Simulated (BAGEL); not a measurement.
# ZnNH2Br (SMILES [NH2][Zn][Br]) at 5 levels

Aim: a comparison of 5 runs (HF/STO-3G, B3LYP/6-31G*, B3LYP/def2-SVPD, PBE0/def2-SVPD, RI-MP2/def2-SVPD) of ZnNH2Br. 

The calculation is run with BAGEL 1.2.2.

3 further runs of the same task are left out: 2 that didn't finish, 1 set aside as unsound or not needed. Runs told in other sessions of the task aren't counted.

## Step 1: The system as given

ZnNH2Br has 5 atoms, charge 0, and is taken as a singlet. SMILES: `[NH2][Zn][Br]`. Geometry: relaxed at PBE0-D4/def2-TZVP.

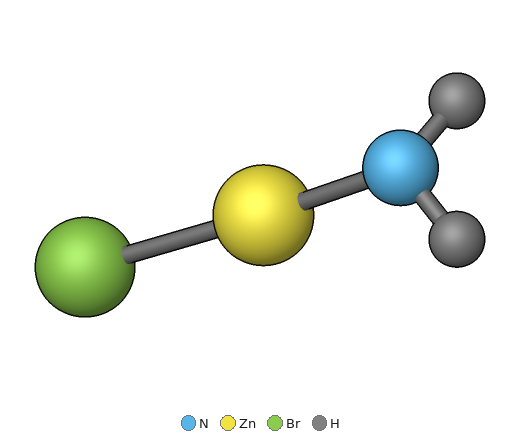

The structure, seen from a chosen angle (nitrogen blue, zinc yellow, bromine green, hydrogen grey).

## Step 2: A single-point energy at HF/STO-3G (density fitting with qzvpp-jkfit) (run 1)

Contents of input.json:

```json
{ "bagel" : [

{
  "title" : "molecule",
  "basis" : "sto-3g",
  "df_basis" : "qzvpp-jkfit",
  "angstrom" : true,
  "geometry" : [
    { "atom" : "N", "xyz" : [   -0.462700,    0.756700,   -0.440200 ] },
    { "atom" : "Zn", "xyz" : [    0.584500,   -0.546700,    0.267700 ] },
    { "atom" : "Br", "xyz" : [    2.013800,   -2.059600,    1.070700 ] },
    { "atom" : "H", "xyz" : [   -1.104000,    0.461700,   -1.164200 ] },
    { "atom" : "H", "xyz" : [   -0.981800,    1.314200,    0.224600 ] }
  ]
},
{ "title" : "hf" },
{ "title" : "print", "file" : "orbitals.molden", "orbitals" : true }

]}
```

Started as:

```
$ BAGEL_NUM_THREADS=1 BAGEL input.json > input.out
```

The log of the run:

```text
* using 1 threads per process

  ===============================================================
  ===============================================================

  *** Geometry ***

  { "atom" : "N", "xyz" : [     -0.874376,      1.429956,     -0.831857 ] },
  { "atom" : "Zn", "xyz" : [      1.104545,     -1.033113,      0.505880 ] },
  { "atom" : "Br", "xyz" : [      3.805530,     -3.892080,      2.023330 ] },
  { "atom" : "H", "xyz" : [     -2.086258,      0.872487,     -2.200019 ] },
  { "atom" : "H", "xyz" : [     -1.855333,      2.483478,      0.424432 ] },

  Number of auxiliary basis functions:      643

  Since a DF basis is specified, we compute 2- and 3-index integrals:
    o Being stored without compression. Storage requirement is 0.010 GB

  Number of basis functions:       43
  Number of electrons      :       74

    * METHOD: MOLECULE                             0.38

  *** RHF ***

  === Nuclear Repulsion ===
   371.1148309974

      * DIIS with orbital gradients will be used.

  === RHF iteration (sto-3g) ===
      0      -4338.62058640          0.16768703           0.09
      1      -4344.76761493          0.09672819           0.09
      2      -4345.10137267          0.07922234           0.09
      3      -4356.53991420          0.01803351           0.09
      4      -4356.83942871          0.00557269           0.09
      5      -4356.88043006          0.00179317           0.08
      6      -4356.88395330          0.00098595           0.08
      7      -4356.88536457          0.00068049           0.09
      8      -4356.88603765          0.00056736           0.09
      9      -4356.88687922          0.00043080           0.08
     10      -4356.88776251          0.00024348           0.08
     11      -4356.88798892          0.00013568           0.08
     12      -4356.88803328          0.00010280           0.08
     13      -4356.88806054          0.00008132           0.08
     14      -4356.88807662          0.00006662           0.08
     15      -4356.88810281          0.00002959           0.08
     16      -4356.88810626          0.00001636           0.08
     17      -4356.88810684          0.00000965           0.08
     18      -4356.88810723          0.00000247           0.09
     19      -4356.88810724          0.00000132           0.08
     20      -4356.88810725          0.00000097           0.08
     21      -4356.88810725          0.00000069           0.08
     22      -4356.88810725          0.00000051           0.08
     23      -4356.88810725          0.00000033           0.08
     24      -4356.88810725          0.00000025           0.08
     25      -4356.88810725          0.00000020           0.08
     26      -4356.88810725          0.00000011           0.08
     27      -4356.88810725          0.00000006           0.08
     28      -4356.88810725          0.00000003           0.08
     29      -4356.88810725          0.00000002           0.08
     30      -4356.88810725          0.00000001           0.08
    * SCF iteration converged.

    * Permanent dipole moment:
           (    0.884663,    -0.545514,     0.256964) a.u.

    * METHOD: HF                                   2.84

    * METHOD: PRINT                                0.01

  ===============================================================
```

It took 3.6 s on 1 thread of Arm Neoverse V1, shared host; peak memory 0.097 GiB.

## Step 3: A single-point energy at B3LYP/6-31G(d) (density fitting with qzvpp-jkfit, spherical functions) (run 2)

Contents of input.json:

```json
{ "bagel": [

{
  "title": "molecule",
  "basis": "6-31gs.json",
  "df_basis": "qzvpp-jkfit",
  "angstrom": true,
  "geometry": [
    { "atom": "N", "xyz": [      -0.462700,       0.756700,      -0.440200 ] },
    { "atom": "Zn", "xyz": [       0.584500,      -0.546700,       0.267700 ] },
    { "atom": "Br", "xyz": [       2.013800,      -2.059600,       1.070700 ] },
    { "atom": "H", "xyz": [      -1.104000,       0.461700,      -1.164200 ] },
    { "atom": "H", "xyz": [      -0.981800,       1.314200,       0.224600 ] }
  ]
},

{ "title": "ks", "xc_func": "b3lyp" },

{ "title": "print", "file": "orbitals.molden", "orbitals": true }

]}
```

The basis set 6-31G* is read from a file made from the Basis Set Exchange's data (not shown).

Started as:

```
$ BAGEL_NUM_THREADS=1 BAGEL input.json > input.out
```

The log of the run:

```text
* using 1 threads per process

  ===============================================================
  ===============================================================

  *** Geometry ***

  { "atom" : "N", "xyz" : [     -0.874376,      1.429956,     -0.831857 ] },
  { "atom" : "Zn", "xyz" : [      1.104545,     -1.033113,      0.505880 ] },
  { "atom" : "Br", "xyz" : [      3.805530,     -3.892080,      2.023330 ] },
  { "atom" : "H", "xyz" : [     -2.086258,      0.872487,     -2.200019 ] },
  { "atom" : "H", "xyz" : [     -1.855333,      2.483478,      0.424432 ] },

  Number of auxiliary basis functions:      643

  Since a DF basis is specified, we compute 2- and 3-index integrals:
    o Being stored without compression. Storage requirement is 0.036 GB

  Number of basis functions:       84
  Number of electrons      :       74

    * METHOD: MOLECULE                             0.55

  *** Kohn-Sham DFT ***

    * Removing 7321 points whose weight is below 1.00e-10
    * Grid points: 67209

  === Nuclear Repulsion ===
   371.1148309974

       - DIIS with orbital gradients will be used.

  === KS iteration (b3lyp / 6-31gs.json) ===
      0      -4293.03130918          0.14181414           0.46
      1      -3825.69133096          0.27455349           0.42
      2      -4232.56077655          0.17966181           0.42
      3      -4396.95532098          0.11761235           0.42
      4      -4324.68809692          0.29364152           0.44
      5      -4404.23860403          0.07192623           0.46
      6      -4408.14371019          0.03947554           0.45
      7      -4406.86434589          0.05670669           0.45
      8      -4408.95875987          0.00743862           0.44
      9      -4408.99589660          0.00392713           0.44
     10      -4409.00432278          0.00088727           0.44
     11      -4409.00478849          0.00019150           0.44
     12      -4409.00480275          0.00008498           0.43
     13      -4409.00480696          0.00000959           0.43
     14      -4409.00480703          0.00000406           0.43
     15      -4409.00480704          0.00000139           0.43
     16      -4409.00480704          0.00000018           0.43
     17      -4409.00480704          0.00000009           0.43
     18      -4409.00480704          0.00000002           0.43
     19      -4409.00480704          0.00000001           0.43
    * SCF iteration converged.

    * Permanent dipole moment:
           (    0.924434,    -0.410398,     0.170711) a.u.

    * METHOD: KS                                   9.00

    * METHOD: PRINT                                0.02

  ===============================================================
```

It took 9.9 s on 1 thread of Arm Neoverse V1, shared host; peak memory 0.35 GiB.

Run 3 isn't shown in full; the table further down has it.

## Step 4: The energy at PBE0/def2-SVPD (density fitting with qzvpp-jkfit) (run 4)

Contents of input.json:

```json
{ "bagel" : [

{
  "title" : "molecule",
  "basis" : "def2-svpd.json",
  "df_basis" : "qzvpp-jkfit",
  "angstrom" : "true",
  "geometry" : [
    { "atom" : "N", "xyz" : [      -0.462700,       0.756700,      -0.440200 ] },
    { "atom" : "Zn", "xyz" : [       0.584500,      -0.546700,       0.267700 ] },
    { "atom" : "Br", "xyz" : [       2.013800,      -2.059600,       1.070700 ] },
    { "atom" : "H", "xyz" : [      -1.104000,       0.461700,      -1.164200 ] },
    { "atom" : "H", "xyz" : [      -0.981800,       1.314200,       0.224600 ] }
  ]
},

{ "title" : "ks", "xc_func" : "pbe0" },

{ "title" : "print", "file" : "orbitals.molden", "orbitals" : "true" }

]}
```

The basis set def2-SVPD is read from a file made from the Basis Set Exchange's data (not shown).

Started as:

```
$ BAGEL_NUM_THREADS=1 BAGEL input.json > input.out
```

The log of the run:

```text
* using 1 threads per process

  ===============================================================
  ===============================================================

  *** Geometry ***

  { "atom" : "N", "xyz" : [     -0.874376,      1.429956,     -0.831857 ] },
  { "atom" : "Zn", "xyz" : [      1.104545,     -1.033113,      0.505880 ] },
  { "atom" : "Br", "xyz" : [      3.805530,     -3.892080,      2.023330 ] },
  { "atom" : "H", "xyz" : [     -2.086258,      0.872487,     -2.200019 ] },
  { "atom" : "H", "xyz" : [     -1.855333,      2.483478,      0.424432 ] },

  Number of auxiliary basis functions:      643

  Since a DF basis is specified, we compute 2- and 3-index integrals:
    o Being stored without compression. Storage requirement is 0.063 GB

  Number of basis functions:      111
  Number of electrons      :       74

    * METHOD: MOLECULE                             0.54

  *** Kohn-Sham DFT ***

    * Removing 7321 points whose weight is below 1.00e-10
    * Grid points: 67209

  === Nuclear Repulsion ===
   371.1148309974

       - DIIS with orbital gradients will be used.

  === KS iteration (pbe0 / def2-svpd.json) ===
      0      -4282.57572677          0.10282591           0.60
      1      -3726.98110876          0.29423315           0.59
      2      -4258.84479295          0.11133466           0.59
      3      -4061.77383350          0.41228693           0.57
      4      -4201.56932734          0.25354398           0.57
      5      -4212.56528392          0.22938477           0.57
      6      -4332.24671465          0.20977563           0.57
      7      -4201.56274189          0.24936685           0.59
      8      -4220.74925994          0.13868076           0.60
      9      -4232.47533341          0.15834618           0.60
     10      -4389.86496004          0.09897316           0.59
     11      -4404.61930831          0.06846333           0.59
     12      -4407.39147426          0.03848787           0.59
     13      -4407.43298969          0.03324931           0.60
     14      -4408.29840730          0.01011644           0.60
     15      -4408.36492313          0.00306251           0.60
     16      -4408.37036484          0.00135276           0.60
     17      -4408.37156303          0.00027268           0.60
     18      -4408.37162403          0.00005068           0.60
     19      -4408.37162568          0.00001894           0.61
     20      -4408.37162582          0.00001025           0.61
     21      -4408.37162588          0.00000230           0.61
     22      -4408.37162589          0.00000061           0.62
     23      -4408.37162589          0.00000030           0.63
     24      -4408.37162589          0.00000007           0.63
     25      -4408.37162589          0.00000004           0.63
     26      -4408.37162589          0.00000001           0.61
     27      -4408.37162589          0.00000001           0.60
    * SCF iteration converged.

    * Permanent dipole moment:
           (    0.767382,    -0.321813,     0.130140) a.u.

    * METHOD: KS                                  17.11

    * METHOD: PRINT                                0.03

  ===============================================================
```

It took 18 s on 1 thread of Arm Neoverse V1, shared host; peak memory 0.43 GiB.

## Step 5: The energy at RI-MP2/def2-SVPD (density fitting with qzvpp-jkfit) (run 5)

Contents of input.json:

```json
{ "bagel" : [

{
  "title" : "molecule",
  "basis" : "def2-svpd.json",
  "df_basis" : "qzvpp-jkfit",
  "angstrom" : true,
  "geometry" : [
    { "atom" : "N", "xyz" : [   -0.462700,    0.756700,   -0.440200 ] },
    { "atom" : "Zn", "xyz" : [    0.584500,   -0.546700,    0.267700 ] },
    { "atom" : "Br", "xyz" : [    2.013800,   -2.059600,    1.070700 ] },
    { "atom" : "H", "xyz" : [   -1.104000,    0.461700,   -1.164200 ] },
    { "atom" : "H", "xyz" : [   -0.981800,    1.314200,    0.224600 ] }
  ]
},
{ "title" : "hf" },
{ "title" : "mp2", "ncore" : 15 }

]}
```

The basis set def2-SVPD is read from a file made from the Basis Set Exchange's data (not shown).

Started as:

```
$ BAGEL_NUM_THREADS=1 BAGEL input.json > input.out
```

The log of the run:

```text
* using 1 threads per process

  ===============================================================
  ===============================================================

  *** Geometry ***

  { "atom" : "N", "xyz" : [     -0.874376,      1.429956,     -0.831857 ] },
  { "atom" : "Zn", "xyz" : [      1.104545,     -1.033113,      0.505880 ] },
  { "atom" : "Br", "xyz" : [      3.805530,     -3.892080,      2.023330 ] },
  { "atom" : "H", "xyz" : [     -2.086258,      0.872487,     -2.200019 ] },
  { "atom" : "H", "xyz" : [     -1.855333,      2.483478,      0.424432 ] },

  Number of auxiliary basis functions:      643

  Since a DF basis is specified, we compute 2- and 3-index integrals:
    o Being stored without compression. Storage requirement is 0.063 GB

  Number of basis functions:      111
  Number of electrons      :       74

    * METHOD: MOLECULE                             0.55

  *** RHF ***

  === Nuclear Repulsion ===
   371.1148309974

      * DIIS with orbital gradients will be used.

  === RHF iteration (def2-svpd.json) ===
      0      -4405.14010037          0.01604160           0.27
      1      -4405.24438745          0.01181089           0.26
      2      -4405.31551353          0.00094083           0.26
      3      -4405.31646024          0.00040051           0.25
      4      -4405.31660240          0.00011341           0.26
      5      -4405.31661544          0.00003650           0.25
      6      -4405.31661695          0.00001421           0.25
      7      -4405.31661722          0.00000346           0.26
      8      -4405.31661725          0.00000116           0.25
      9      -4405.31661725          0.00000045           0.25
     10      -4405.31661725          0.00000022           0.25
     11      -4405.31661725          0.00000008           0.25
     12      -4405.31661725          0.00000003           0.25
     13      -4405.31661725          0.00000001           0.25
     14      -4405.31661725          0.00000000           0.25
    * SCF iteration converged.

    * Permanent dipole moment:
           (    0.824132,    -0.298440,     0.110817) a.u.

    * METHOD: HF                                   4.33

  *** RHF ***

  === Nuclear Repulsion ===
   371.1148309974

      * DIIS with orbital gradients will be used.

  === RHF iteration (def2-svpd.json) ===
      0      -4405.31661725          0.00000000           0.26
    * SCF iteration converged.

    * Permanent dipole moment:
           (    0.824132,    -0.298440,     0.110818) a.u.

  === DF-MP2 calculation ===

    * freezing 15 orbitals
    * 3-index integral transformation done
    * assembly done

      MP2 correlation energy:   -0.8056656946      0.19

      MP2 total energy:       -4406.1222829427

    * METHOD: MP2                                  0.73

  ===============================================================
```

It took 6 s on 1 thread of Arm Neoverse V1, shared host; peak memory 0.22 GiB.

## Step 6: All runs side by side

```tsv
run	level	frozen core orbitals	energy (Eh)	dipole moment (D)	HOMO energy (eV)	LUMO energy (eV)	wall time
1	HF/STO-3G (density fitting with qzvpp-jkfit)	–	-4356.888107	2.72	-4.73	5.42	3.6 s
2	B3LYP/6-31G* (density fitting with qzvpp-jkfit, spherical functions)	–	-4409.004807	2.61	-6.79	-1.10	9.9 s
3	B3LYP/def2-SVPD (density fitting with qzvpp-jkfit)	–	-4409.057642	2.12	-7.16	-1.41	17 s
4	PBE0/def2-SVPD (density fitting with qzvpp-jkfit)	–	-4408.371626	2.14	-7.39	-1.09	18 s
5	RI-MP2/def2-SVPD (density fitting with qzvpp-jkfit)	15	-4406.122283	–	–	–	6 s
```

## Step 7: Outcome

| quantity | value |
| --- | --- |
| run 5: total energy | -4406.12228 Eh |
| run 5: correlation energy (15 core orbitals frozen) | -805.7 mEh |

**Reading.** Over runs 1, 2, 3, 4 the dipole moment (its size) runs from 2.12 D (B3LYP/def2-SVPD) to 2.72 D (HF/STO-3G). The two ends differ in method and basis. Over runs 1, 2, 3, 4 the HOMO–LUMO gap runs from 5.69 eV (B3LYP/6-31G*) to 10.15 eV (HF/STO-3G). Totals of different functionals can't be ranked against each other. In run 1 the basis is minimal, so the values are rough. All runs together took 55 s, the longest 18 s.
